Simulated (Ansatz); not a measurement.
## Geometry relaxation, with input and output: CH₆Cl₂InP (part 2 of 3)

The same run, continued: CH₆Cl₂InP, SMILES [CH3][In-]([PH3+])([Cl])[Cl]; RKS PBE0-D4/def2-TZVP (Ansatz 0.2.0). The geometry: PBE-D4/def2-SVP start.

Geometry of the input (Å):
```
C  -2.0461  0.2980  0.7769
In -0.6019  0.3298  -0.8322
P  1.9263  -0.4956  0.1756
Cl -0.5012  -1.3830  -2.5032
Cl 0.3723  2.3621  -1.6423
H  -2.8713  -0.3863  0.5055
H  -2.4332  1.3219  0.9326
H  -1.5484  -0.0605  1.6981
H  2.3142  -0.8714  1.5037
H  2.9731  0.4439  -0.0771
H  2.4817  -1.6157  -0.5169
```

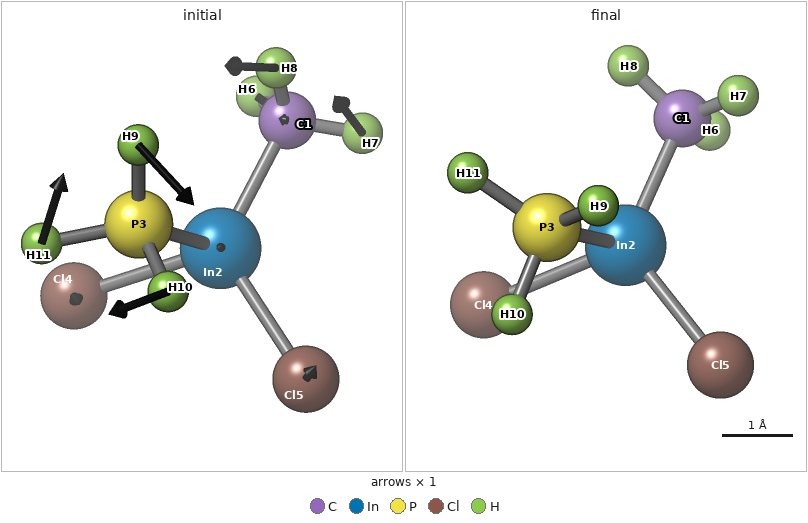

Fig. 1: Before (left) and after (right) the relaxation, at one scale (ball-and-stick view, seen at a tilt). The black arrows give the displacements, at true length. Over 75 geometry steps the energy falls by 0.096 eV. The largest force component goes from 0.56 to 0.0047 eV/Å. The line search rejected the trial steps at points 10, 11, 15, 21, 22, 36, 38, 44 and more (counted from 0) and went back. The largest move after the best rigid fit is that of H9, 1.23 Å. By element the largest moves are H 1.23 Å, Cl 0.28 Å, C 0.15 Å, In 0.09 Å, P 0.08 Å. Among the contacts that change: In2–P3 2.844 → 2.751 Å, In2–Cl4 2.395 → 2.361 Å, C1–In2 2.162 → 2.133 Å, P3–H10 1.429 → 1.407 Å. Among the angles that change: In2–P3–H11 113.7° → 123.0°, In2–P3–H9 130.2° → 123.2°, In2–P3–H10 113.4° → 108.5°. (Atoms are counted from 1 in the order of the input.)

```
mean field -40634.26245708 eV, -1493.2816024052 hartree, gradient 2.3e-5 eV, S^2 0.000000; 1 other end points of the search recorded, 0 dependent functions left out
the calculation of the forces begins
reference -40634.26250507 eV, -1493.2816041689 hartree; 41, 41 occupied and 187, 187 virtual orbitals, 1743 factors
Total energy: -40634.53316640 eV, -1493.2915507893 hartree
Atom 0 at    -2.075963     0.146952     0.717033 Å, force    -0.002165     0.000115     0.001218 eV/Å
Atom 1 at    -0.546453     0.332516    -0.757726 Å, force     0.000203     0.000548     0.001518 eV/Å
Atom 2 at     1.935161    -0.406366     0.172577 Å, force     0.001363    -0.002422    -0.000035 eV/Å
Atom 3 at    -0.310018    -1.228590    -2.513616 Å, force     0.000370     0.000160     0.000940 eV/Å
Atom 4 at     0.350767     2.430066    -1.367097 Å, force    -0.000421     0.000940    -0.000617 eV/Å
Atom 5 at    -3.032372     0.418029     0.269923 Å, force     0.003174    -0.001250     0.002663 eV/Å
Atom 6 at    -1.866274     0.817074     1.550089 Å, force    -0.001049    -0.003633    -0.003478 eV/Å
Atom 7 at    -2.124296    -0.883052     1.069020 Å, force    -0.000553     0.004710    -0.001414 eV/Å
Atom 8 at     2.616146     0.288396     1.193598 Å, force    -0.001385    -0.000025    -0.001030 eV/Å
Atom 9 at     2.867660    -0.245484    -0.868617 Å, force    -0.000095    -0.000238     0.000374 eV/Å
Atom 10 at     2.251041    -1.726440     0.555318 Å, force     0.000558     0.001094    -0.000137 eV/Å
Dipole moment:     0.393054    -0.373234     0.964085 e Å
```

**Trajectory as extended XYZ (Å, eV, eV/Å), 43 of the 76 frames kept, from step=1 to step=76**
```
11
Properties=species:S:1:pos:R:3:forces:R:3 step=1 energy=-40634.43736
C    -2.0461    0.2980    0.7769   -0.1013   0.0023   0.0746
In   -0.6019    0.3298   -0.8322    0.1058   0.0038  -0.1215
P     1.9263   -0.4956    0.1756    0.5551  -0.1384   0.0343
Cl   -0.5012   -1.3830   -2.5032   -0.0212   0.3383   0.3259
Cl    0.3723    2.3621   -1.6423   -0.1930  -0.3989   0.1566
H    -2.8713   -0.3863    0.5055    0.4111   0.3431   0.1575
H    -2.4332    1.3219    0.9326    0.1886  -0.5182  -0.0580
H    -1.5484   -0.0605    1.6981   -0.2753   0.1837  -0.4517
H     2.3142   -0.8714    1.5037   -0.1686   0.1249  -0.3964
H     2.9731    0.4439   -0.0771   -0.3212  -0.2671   0.0753
H     2.4817   -1.6157   -0.5169   -0.1801   0.3267   0.2034
11
Properties=species:S:1:pos:R:3:forces:R:3 step=3 energy=-40634.49569
C    -2.0234    0.2953    0.7639   -0.0145  -0.0060   0.0396
In   -0.5637    0.3116   -0.7932   -0.0210   0.0024   0.0121
P     1.9228   -0.4889    0.1517    0.0609  -0.0173   0.0123
Cl   -0.4979   -1.3629   -2.4510   -0.0031  -0.0153  -0.0169
Cl    0.3616    2.3222   -1.6040    0.0055   0.0212  -0.0085
H    -2.8396   -0.3724    0.4882    0.0214   0.0099  -0.0026
H    -2.4063    1.3050    0.9121    0.0147  -0.0164  -0.0088
H    -1.5691   -0.0569    1.6910   -0.0155   0.0082  -0.0188
H     2.2667   -0.8517    1.4739   -0.0194   0.0126  -0.0341
H     2.9516    0.4446   -0.0886   -0.0203  -0.0240   0.0070
H     2.4626   -1.6027   -0.5234   -0.0087   0.0248   0.0185
11
Properties=species:S:1:pos:R:3:forces:R:3 step=5 energy=-40634.49611
C    -2.0203    0.2931    0.7678    0.0195  -0.0027  -0.0085
In   -0.5628    0.3118   -0.7936   -0.0071   0.0040  -0.0103
P     1.9297   -0.4881    0.1405   -0.0062  -0.0005   0.0167
Cl   -0.5109   -1.3588   -2.4584   -0.0020  -0.0025   0.0003
Cl    0.3490    2.3289   -1.6089   -0.0008   0.0027   0.0023
H    -2.8356   -0.3720    0.4860   -0.0012  -0.0030   0.0012
H    -2.3999    1.3036    0.9134    0.0003   0.0023   0.0032
H    -1.5699   -0.0612    1.6949   -0.0020  -0.0001   0.0014
H     2.2416   -0.8403    1.4711   -0.0010  -0.0014   0.0101
H     2.9677    0.4372   -0.0823   -0.0007  -0.0014  -0.0093
H     2.4767   -1.6110   -0.5098    0.0011   0.0026  -0.0071
11
Properties=species:S:1:pos:R:3:forces:R:3 step=6 energy=-40634.49636
C    -2.0152    0.2905    0.7660    0.0078  -0.0016  -0.0029
In   -0.5640    0.3152   -0.8003   -0.0041   0.0011   0.0003
P     1.9245   -0.4884    0.1456   -0.0019   0.0005  -0.0049
Cl   -0.5126   -1.3546   -2.4653    0.0013   0.0004  -0.0017
Cl    0.3482    2.3350   -1.6071    0.0007   0.0010  -0.0011
H    -2.8311   -0.3747    0.4859   -0.0009   0.0011   0.0026
H    -2.3950    1.3002    0.9176   -0.0006  -0.0019   0.0015
H    -1.5602   -0.0667    1.6898   -0.0018   0.0002  -0.0007
H     2.2400   -0.8279    1.4788    0.0010   0.0006   0.0037
H     2.9635    0.4321   -0.0930   -0.0005  -0.0020   0.0005
H     2.4673   -1.6177   -0.4976   -0.0010   0.0007   0.0025
11
Properties=species:S:1:pos:R:3:forces:R:3 step=8 energy=-40634.49660
C    -2.0027    0.2820    0.7647   -0.0050   0.0029   0.0023
In   -0.5667    0.3243   -0.8151    0.0002  -0.0003   0.0077
P     1.9140   -0.4867    0.1486    0.0168  -0.0092  -0.0079
Cl   -0.5136   -1.3360   -2.4889    0.0029   0.0032   0.0002
Cl    0.3417    2.3503   -1.6093   -0.0010  -0.0029   0.0008
H    -2.8231   -0.3785    0.4864   -0.0002   0.0031   0.0007
H    -2.3796    1.2899    0.9353    0.0006  -0.0062  -0.0019
H    -1.5374   -0.0882    1.6784   -0.0014   0.0008  -0.0040
H     2.2221   -0.7831    1.4948    0.0009   0.0059  -0.0179
H     2.9644    0.4129   -0.1201   -0.0065  -0.0082   0.0059
H     2.4464   -1.6438   -0.4544   -0.0073   0.0107   0.0139
11
Properties=species:S:1:pos:R:3:forces:R:3 step=10 energy=-40634.49710
C    -1.9987    0.2719    0.7627   -0.0109   0.0068   0.0167
In   -0.5680    0.3336   -0.8211    0.0048   0.0000   0.0111
P     1.9093   -0.4849    0.1482    0.0716  -0.0375   0.0078
Cl   -0.5038   -1.3109   -2.5095    0.0027   0.0019  -0.0006
Cl    0.3349    2.3692   -1.5950   -0.0007   0.0002   0.0014
H    -2.8254   -0.3777    0.4771    0.0022   0.0037  -0.0007
H    -2.3681    1.2790    0.9548    0.0059  -0.0157  -0.0061
H    -1.5312   -0.1190    1.6672   -0.0071   0.0047  -0.0138
H     2.2243   -0.7134    1.5082   -0.0063   0.0142  -0.0632
H     2.9750    0.3802   -0.1771   -0.0374  -0.0336   0.0130
H     2.4171   -1.6849   -0.3950   -0.0249   0.0554   0.0344
11
Properties=species:S:1:pos:R:3:forces:R:3 step=12 energy=-40634.49598 accepted=F
C    -2.0033    0.2692    0.7714    0.0577  -0.0205  -0.1779
In   -0.5660    0.3348   -0.8120   -0.0037  -0.0420  -0.0834
P     1.9086   -0.4868    0.1435    0.0534  -0.0143   0.0188
Cl   -0.4982   -1.3061   -2.5184   -0.0041   0.0744   0.0861
Cl    0.3374    2.3719   -1.5941   -0.0209  -0.0387   0.0275
H    -2.8287   -0.3760    0.4751   -0.0028  -0.0283   0.0218
H    -2.3688    1.2768    0.9507   -0.0223   0.0696   0.0591
H    -1.5325   -0.1221    1.6707   -0.0136  -0.0131   0.0674
H     2.2251   -0.7007    1.5033   -0.0081   0.0066  -0.0133
H     2.9748    0.3733   -0.1863   -0.0180  -0.0092  -0.0094
H     2.4171   -1.6912   -0.3834   -0.0176   0.0153   0.0032
11
Properties=species:S:1:pos:R:3:forces:R:3 step=13 energy=-40634.49752
C    -2.0006    0.2717    0.7632   -0.0010   0.0003  -0.0037
In   -0.5665    0.3333   -0.8177   -0.0004   0.0002   0.0032
P     1.9109   -0.4858    0.1463    0.0127  -0.0061   0.0045
Cl   -0.5017   -1.3092   -2.5084    0.0023   0.0005  -0.0005
Cl    0.3347    2.3696   -1.5920    0.0007   0.0021   0.0026
H    -2.8268   -0.3771    0.4754   -0.0007  -0.0010  -0.0007
H    -2.3694    1.2787    0.9541    0.0008  -0.0002   0.0000
H    -1.5342   -0.1196    1.6673   -0.0052  -0.0006   0.0037
H     2.2273   -0.7090    1.5043    0.0000   0.0057  -0.0097
H     2.9753    0.3767   -0.1810   -0.0050  -0.0067  -0.0047
H     2.4164   -1.6863   -0.3908   -0.0042   0.0058   0.0054
11
Properties=species:S:1:pos:R:3:forces:R:3 step=15 energy=-40634.50134
C    -2.0220    0.2526    0.7592    0.0196  -0.0319  -0.0650
In   -0.5568    0.3453   -0.7931   -0.0094   0.0050  -0.0257
P     1.9192   -0.4832    0.1457    0.1385  -0.0323   0.0125
Cl   -0.4577   -1.2549   -2.5281    0.0070   0.0247   0.0351
Cl    0.3413    2.4057   -1.5100   -0.0036  -0.0018   0.0067
H    -2.8491   -0.3777    0.4342    0.0079  -0.0021   0.0121
H    -2.3824    1.2581    0.9672   -0.0073   0.0295   0.0185
H    -1.5763   -0.1692    1.6592   -0.0100  -0.0061   0.0254
H     2.3149   -0.5454    1.5037   -0.0247   0.0070  -0.0889
H     2.9976    0.2819   -0.3554   -0.1052  -0.0821   0.0295
H     2.3368   -1.7701   -0.2621   -0.0129   0.0901   0.0400
11
Properties=species:S:1:pos:R:3:forces:R:3 step=17 energy=-40634.50406
C    -2.0214    0.2473    0.7531   -0.0173   0.0417   0.0341
In   -0.5570    0.3626   -0.7951    0.0049  -0.0322   0.0139
P     1.9077   -0.5048    0.1462    0.0216   0.0124  -0.0144
Cl   -0.4338   -1.2294   -2.5320   -0.0027   0.0067  -0.0121
Cl    0.3489    2.4281   -1.4813    0.0031  -0.0071   0.0104
H    -2.8458   -0.3852    0.4288   -0.0282   0.0012  -0.0295
H    -2.3858    1.2503    0.9755   -0.0088  -0.0247  -0.0184
H    -1.5828   -0.1794    1.6545    0.0391  -0.0101   0.0055
H     2.3311   -0.4874    1.4929    0.0127   0.0160  -0.0075
H     2.9586    0.2395   -0.4221    0.0140   0.0074   0.0077
H     2.3456   -1.7985   -0.2000   -0.0384  -0.0111   0.0103
11
Properties=species:S:1:pos:R:3:forces:R:3 step=19 energy=-40634.51121
C    -2.0437    0.2240    0.7448    0.0027  -0.0011   0.0103
In   -0.5448    0.3776   -0.7670    0.0092  -0.0014   0.0059
P     1.9180   -0.4947    0.1443    0.2153  -0.0089   0.0271
Cl   -0.3829   -1.1603   -2.5522    0.0062   0.0111   0.0109
Cl    0.3674    2.4667   -1.3743    0.0013   0.0013   0.0038
H    -2.8615   -0.3980    0.3845   -0.0202   0.0078  -0.0186
H    -2.4099    1.2208    0.9870   -0.0142  -0.0010  -0.0154
H    -1.6221   -0.2290    1.6414    0.0264  -0.0132   0.0164
H     2.4422   -0.2913    1.4503   -0.0552  -0.0430  -0.2238
H     2.9639    0.0920   -0.6137   -0.1648  -0.1312   0.1364
H     2.2388   -1.8647   -0.0247   -0.0067   0.1796   0.0469
11
Properties=species:S:1:pos:R:3:forces:R:3 step=21 energy=-40634.52131
C    -2.0556    0.2084    0.7401   -0.0117   0.0041  -0.0300
In   -0.5367    0.3964   -0.7482   -0.0120  -0.0013   0.0124
P     1.9167   -0.4923    0.1456   -0.0169  -0.0070  -0.0185
Cl   -0.3463   -1.1130   -2.5563    0.0072   0.0102   0.0103
Cl    0.3836    2.4955   -1.3046    0.0055   0.0077  -0.0004
H    -2.8668   -0.4065    0.3523    0.0099  -0.0147   0.0077
H    -2.4337    1.1986    0.9912    0.0127   0.0028   0.0119
H    -1.6399   -0.2597    1.6324   -0.0142  -0.0001   0.0017
H     2.5213   -0.1809    1.3818    0.0050   0.0095   0.0001
H     2.9273   -0.0308   -0.7174    0.0093  -0.0038  -0.0094
H     2.1955   -1.8727    0.1035    0.0053  -0.0073   0.0142
11
Properties=species:S:1:pos:R:3:forces:R:3 step=22 energy=-40634.52079 accepted=F
C    -2.0758    0.1911    0.7364   -0.0198   0.0015  -0.0787
In   -0.5283    0.4179   -0.7187    0.0210  -0.0156   0.0004
P     1.9268   -0.4950    0.1324    0.1722  -0.0244  -0.0194
Cl   -0.2955   -1.0553   -2.5555   -0.0144   0.0099   0.0060
Cl    0.4056    2.5274   -1.2167   -0.0041  -0.0001   0.0025
H    -2.8765   -0.4195    0.3183    0.0459  -0.0153   0.0261
H    -2.4663    1.1744    0.9940    0.0204   0.0121   0.0319
H    -1.6734   -0.2902    1.6277   -0.0290   0.0015   0.0009
H     2.5973   -0.0411    1.2992   -0.0486  -0.1073  -0.1842
H     2.9038   -0.1749   -0.8460   -0.1693  -0.0837   0.2078
H     2.1478   -1.8918    0.2491    0.0258   0.2215   0.0066
11
Properties=species:S:1:pos:R:3:forces:R:3 step=24 energy=-40634.52307
C    -2.0616    0.2049    0.7374   -0.0071   0.0018  -0.0009
In   -0.5347    0.4023   -0.7402   -0.0044  -0.0005   0.0009
P     1.9167   -0.4969    0.1424    0.0257   0.0022   0.0010
Cl   -0.3383   -1.0965   -2.5566    0.0042   0.0059   0.0036
Cl    0.3922    2.5030   -1.2830    0.0026  -0.0036   0.0061
H    -2.8688   -0.4114    0.3433    0.0018   0.0018  -0.0008
H    -2.4405    1.1937    0.9929   -0.0021  -0.0043   0.0000
H    -1.6525   -0.2669    1.6308    0.0000  -0.0018  -0.0004
H     2.5410   -0.1462    1.3592   -0.0065   0.0063  -0.0153
H     2.9163   -0.0643   -0.7494   -0.0087  -0.0147   0.0017
H     2.1956   -1.8787    0.1438   -0.0055   0.0070   0.0043
11
Properties=species:S:1:pos:R:3:forces:R:3 step=26 energy=-40634.52595
C    -2.0774    0.1923    0.7307   -0.0018  -0.0100  -0.0063
In   -0.5270    0.4184   -0.7184   -0.0022  -0.0030  -0.0011
P     1.9210   -0.5018    0.1383    0.1202   0.0080  -0.0024
Cl   -0.3113   -1.0498   -2.5591   -0.0032   0.0052  -0.0017
Cl    0.4139    2.5272   -1.2083    0.0017  -0.0156   0.0067
H    -2.8754   -0.4196    0.3110    0.0098   0.0080   0.0054
H    -2.4639    1.1751    0.9970   -0.0040   0.0010   0.0015
H    -1.6816   -0.2942    1.6224   -0.0035   0.0006  -0.0046
H     2.6084   -0.0360    1.2843   -0.0337  -0.0374  -0.0809
H     2.8818   -0.1831   -0.8463   -0.0720  -0.0363   0.0852
H     2.1769   -1.8854    0.2689   -0.0113   0.0794  -0.0019
11
Properties=species:S:1:pos:R:3:forces:R:3 step=28 energy=-40634.52737
C    -2.0840    0.1836    0.7274   -0.0061  -0.0037  -0.0158
In   -0.5260    0.4232   -0.7113   -0.0035  -0.0040   0.0018
P     1.9243   -0.4953    0.1375    0.0811  -0.0197   0.0037
Cl   -0.3127   -1.0242   -2.5681   -0.0030   0.0007  -0.0007
Cl    0.4312    2.5299   -1.1749    0.0024   0.0032   0.0009
H    -2.8834   -0.4151    0.2917    0.0112  -0.0022   0.0079
H    -2.4676    1.1637    1.0073    0.0060   0.0022   0.0080
H    -1.6961   -0.3211    1.6124   -0.0078   0.0033  -0.0041
H     2.6438    0.0182    1.2398   -0.0275  -0.0139  -0.0384
H     2.8683   -0.2483   -0.8798   -0.0429  -0.0087   0.0411
H     2.1677   -1.8715    0.3385   -0.0099   0.0429  -0.0044
11
Properties=species:S:1:pos:R:3:forces:R:3 step=30 energy=-40634.52778
C    -2.0856    0.1778    0.7242   -0.0057   0.0075   0.0098
In   -0.5260    0.4221   -0.7109    0.0090  -0.0110  -0.0045
P     1.9261   -0.4973    0.1337   -0.0273  -0.0025   0.0222
Cl   -0.3271   -1.0090   -2.5810   -0.0044  -0.0005  -0.0051
Cl    0.4504    2.5253   -1.1534    0.0013   0.0051   0.0001
H    -2.8927   -0.4027    0.2790    0.0012   0.0018  -0.0005
H    -2.4554    1.1576    1.0248    0.0044  -0.0098  -0.0029
H    -1.7049   -0.3490    1.5993   -0.0004   0.0020  -0.0037
H     2.6425    0.0651    1.2103    0.0070  -0.0006   0.0024
H     2.8611   -0.2854   -0.8945    0.0137   0.0054  -0.0179
H     2.1770   -1.8613    0.3891    0.0013   0.0025   0.0001
11
Properties=species:S:1:pos:R:3:forces:R:3 step=31 energy=-40634.52786
C    -2.0850    0.1770    0.7236   -0.0048   0.0055   0.0081
In   -0.5253    0.4205   -0.7118    0.0011  -0.0075  -0.0040
P     1.9251   -0.4969    0.1366   -0.0149  -0.0031   0.0104
Cl   -0.3305   -1.0072   -2.5848   -0.0013   0.0012   0.0007
Cl    0.4524    2.5238   -1.1520    0.0019   0.0036   0.0002
H    -2.8937   -0.4006    0.2774    0.0008   0.0020   0.0002
H    -2.4522    1.1570    1.0265    0.0035  -0.0081  -0.0029
H    -1.7051   -0.3527    1.5973   -0.0004   0.0015  -0.0036
H     2.6452    0.0691    1.2089    0.0020   0.0007   0.0015
H     2.8561   -0.2869   -0.8960    0.0108   0.0026  -0.0106
H     2.1783   -1.8600    0.3948    0.0013   0.0016  -0.0001
11
Properties=species:S:1:pos:R:3:forces:R:3 step=33 energy=-40634.52792
C    -2.0851    0.1748    0.7225   -0.0015   0.0007   0.0059
In   -0.5258    0.4153   -0.7141   -0.0035  -0.0013  -0.0034
P     1.9241   -0.4972    0.1376    0.0051   0.0019  -0.0023
Cl   -0.3395   -1.0044   -2.5935    0.0006   0.0022   0.0035
Cl    0.4602    2.5179   -1.1451    0.0000  -0.0014   0.0000
H    -2.9023   -0.3874    0.2720    0.0029   0.0040   0.0019
H    -2.4387    1.1558    1.0377    0.0010  -0.0051  -0.0025
H    -1.7094   -0.3698    1.5889   -0.0019   0.0011  -0.0048
H     2.6424    0.0880    1.2009   -0.0025  -0.0015  -0.0023
H     2.8528   -0.2949   -0.8999   -0.0013  -0.0010   0.0042
H     2.1867   -1.8550    0.4136    0.0011   0.0003  -0.0003
11
Properties=species:S:1:pos:R:3:forces:R:3 step=35 energy=-40634.52797
C    -2.0854    0.1734    0.7222   -0.0067  -0.0028   0.0050
In   -0.5285    0.4076   -0.7182   -0.0009   0.0030   0.0017
P     1.9242   -0.4969    0.1372    0.0140   0.0011  -0.0029
Cl   -0.3488   -1.0076   -2.6000    0.0005  -0.0011  -0.0003
Cl    0.4654    2.5083   -1.1448   -0.0012  -0.0020  -0.0006
H    -2.9175   -0.3618    0.2651    0.0122   0.0085   0.0085
H    -2.4157    1.1560    1.0577    0.0027  -0.0112  -0.0029
H    -1.7172   -0.3963    1.5758   -0.0069   0.0053  -0.0115
H     2.6335    0.1048    1.1975   -0.0036  -0.0026  -0.0042
H     2.8551   -0.2950   -0.8988   -0.0083  -0.0011   0.0083
H     2.2001   -1.8496    0.4267   -0.0019   0.0028  -0.0010
```
